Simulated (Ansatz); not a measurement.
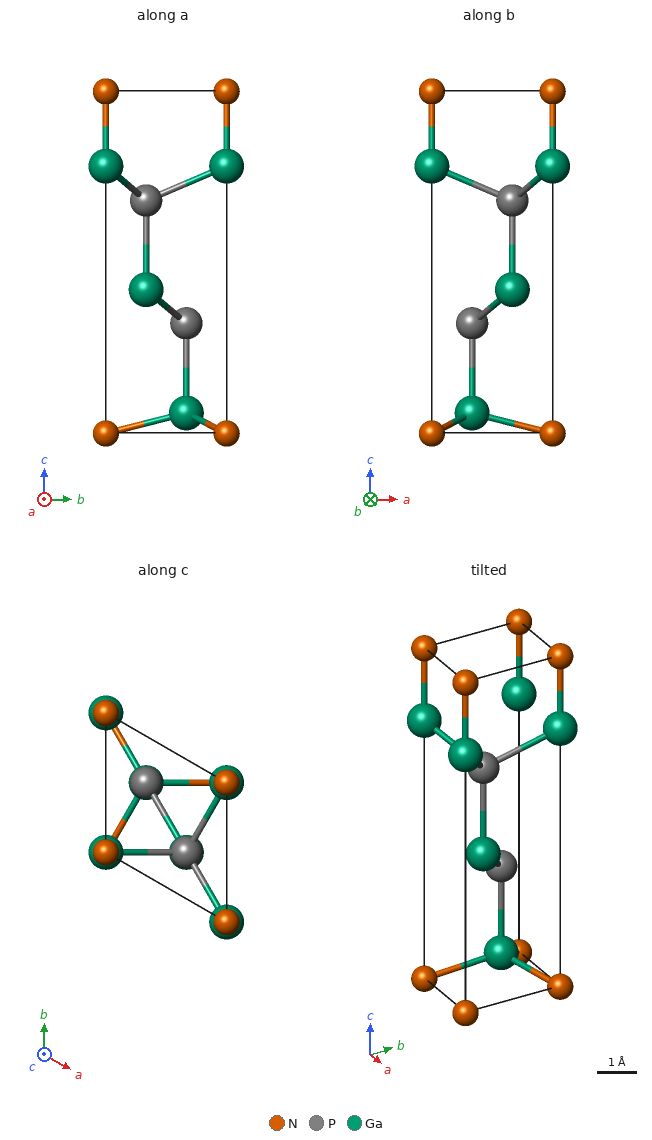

Ball-and-stick drawing of the structure, looking along the a axis, along the b axis, along the c axis and slightly off an axis. The frame is the conventional unit cell; atoms at its boundary are shown with their periodic copies.

Lattice parameters: a = 3.648 Å, b = 3.648 Å, c = 8.951 Å, α = 90.00°, β = 90.00°, γ = 120.00°.

Write down what is shown as a table of Wyckoff sites, with free fractional coordinates to two decimals.

Space group P3m1 (No. 156).
```tsv
atom	site	x	y	z
N	1a	0.00	0.00	0.00
P	1b	0.3333	0.6667	0.32
P	1c	0.6667	0.3333	0.68
Ga	1b	0.3333	0.6667	0.06
Ga	1c	0.6667	0.3333	0.42
Ga	1a	0.00	0.00	0.78
```

The structure was taken from a structure type filled with these elements by a generator (whether the compound takes this form wasn't checked). Atoms and cell were optimised with DFT, r2SCAN, plane waves, PAW in Ansatz 0.2.0.
